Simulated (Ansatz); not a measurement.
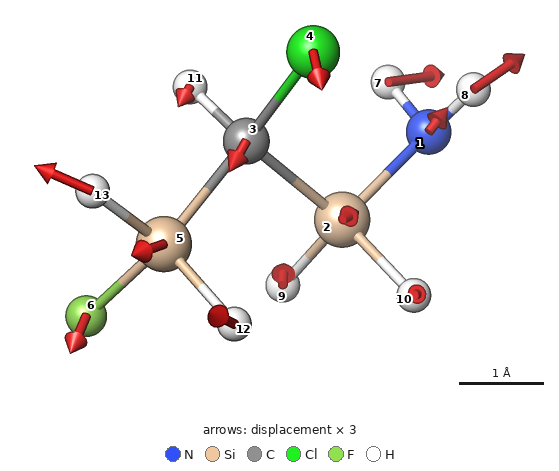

This is a relaxation of CH7ClFNSi2. The starting structure is drawn; red arrows show the displacements, magnified 3 times. The two geometries are superimposed by the best rigid fit.

A ball-and-stick model, seen from a free direction.

The run prepares an end point of a later path (inversion) calculation, from a guessed geometry.

All numbers below come from RKS B3LYP/def2-SVP (Ansatz 0.2.0). Settings: no spin polarisation; force threshold 0.015 eV/Å; at most 40 steps.

> Atoms of which element are displaced furthest, and by how much?

Hydrogen: up to 0.34 Å, against 0.22 Å for fluorine.

> What did the optimiser do to the structure, and how much energy did it gain?

The atom that moves furthest after the best rigid fit is H7 (0.34 Å). Largest moves by element: H 0.34 Å, F 0.22 Å, Cl 0.22 Å, Si 0.21 Å, C 0.16 Å, N 0.14 Å. Some distances before and after: Si2–Si5 2.934 → 3.263 Å, Si2–C3 1.808 → 1.915 Å, C3–Cl4 1.749 → 1.844 Å, Si5–H13 1.441 → 1.485 Å. Bond angles that change, for instance: Si2–C3–Si5 106.8° → 118.3°, Si2–N1–H8 109.2° → 119.9°, Si2–N1–H7 112.5° → 120.0°. Over 9 geometry steps the energy falls by 61.8 kJ/mol. The largest force component goes from 1.7 to 0.014 eV/Å. The run took 43 s on 2 threads of AMD EPYC 7B13 (Zen 3) (shared host), peak memory 0.36 GiB.
